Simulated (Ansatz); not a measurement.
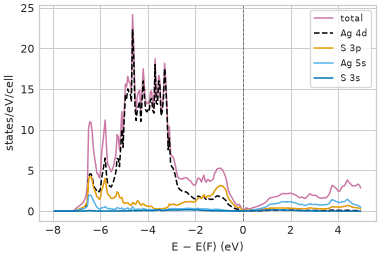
Figure. Total and projected density of states of Ag2S in space group Cmce (No. 64; Ag on 8f, S on 4a), DFT-PBEsol in the program Ansatz with PAW potentials

### Question
Which orbitals carry the states next to the Fermi level?

### Answer
Within 0.5 eV of the Fermi level: S 3p 57 %, Ag 4d 27 %, Ag 5s 10 %. Projections are on Löwdin-orthogonalised atomic valence shells; empty p or d shells of many metals are not among them.

### Question
Where is the tallest occupied peak in this window, and what makes it?

### Answer
Near -4.6 eV, about 24 states/eV per cell; the largest projected share is Ag 4d.

The first step of the workflow began from a Materials Project structure, measured or hypothetical; the Crystallography Open Database copy checked does not list it. COD files the formula under space group No. 4, 14, so this cell is another polymorph or a model. Its standing as an ambient phase is unchecked. The cell was relaxed with PBEsol under the symmetry of its start. At this level the phase is dynamically unstable (imaginary phonons). The run is not spin-polarised. A small band overlap can be real or an error of a semilocal functional. Scalar-relativistic: spin–orbit coupling is off unless named, which matters more the heavier the elements.

Potentials: the later of the program's two PAW sets.
